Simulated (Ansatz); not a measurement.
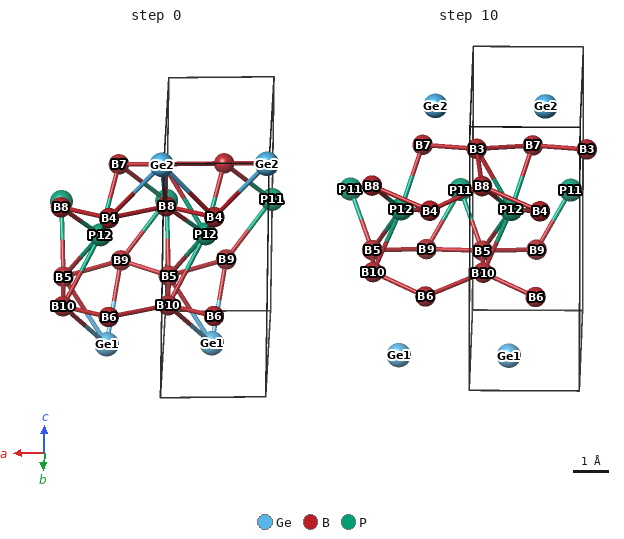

The structure of solid GeB4P (a generated structure, set up in P1) (coarse preliminary run) before (left) and after (right) a relaxation, at one scale.

A ball-and-stick model of the cell of the calculation, repeated 2 × 1 × 1 with one cell outlined, seen from a free direction.

All numbers below come from DFT PBE, scalar-relativistic, plane waves, PAW (Ansatz). (plane-wave cutoff 420 eV; k-point mesh 8 × 4 × 4; occupations gaussian; smearing width 0.2 eV; no spin polarisation; cell and atoms relaxed; force threshold 0.025 eV/Å; at most 60 steps)

Question: What changed between the two?

Answer: The run was cut off at its time limit before the relaxation converged, so the last structure is only a point on the way. Ge2 moves most relative to the cell: 1.13 Å roughly along [3 −1 1]. By element the largest moves are Ge 1.13 Å, B 0.79 Å, P 0.55 Å. The volume changes by +9.0 %, with a 3.033 → 3.173 Å (+4.6 %), b 5.271 → 4.884 Å (−7.3 %), c 7.710 → 8.664 Å (+12.4 %), α 89.0° → 89.6°, β 90.7° → 89.6°, γ 87.4° → 88.5°. Some distances before and after: Ge2–B4 2.637 → 4.619 Å, Ge2–B3 2.557 → 3.799 Å, Ge1–B5 2.329 → 3.238 Å, Ge2–B4 (another image) 2.626 → 3.475 Å. Bonds break, among them: Ge1–B5 (2.33 → 3.24 Å). Among the angles between lasting bonds that change: B7–B4–B8 131.3° → 97.8°, B10–B6–P11 144.5° → 115.3°, B4–B8–P12 142.7° → 116.0°. The space group stays P1 (No. 1). After 10 geometry steps the energy has fallen by 349 meV per atom. The largest force component goes from 7.8 to 0.51 eV/Å. The pressure goes from 6.48 to 0.54 GPa. Cost: 9.7 min on 1 thread of Arm Neoverse V1, on a shared host, peak memory 0.52 GiB.
